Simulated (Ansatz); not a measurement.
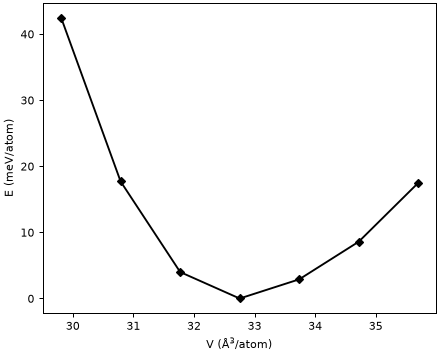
Figure: Te in space group Pmma (No. 51; Te on 2f, Te on 2b) under volume change, r²SCAN (plane waves, PAW; program Ansatz), shape and atoms relaxed at each volume.

What does a third-order Birch–Murnaghan fit give for V₀, B₀ and B′?

V₀ = 32.85 Å³/atom, B₀ = 32.4 GPa, B′ = 11.9.

The first step of the workflow began from a Materials Project structure, measured or hypothetical; the Crystallography Open Database copy checked does not list it. It is not the phase usual at ambient conditions (space group No. 152). Symmetry was held in the r²SCAN relaxation; whether a distortion lowers the energy is not shown. Scalar-relativistic: spin–orbit coupling is off unless named, which matters more the heavier the elements.

Potentials: the later of the program's two PAW sets.
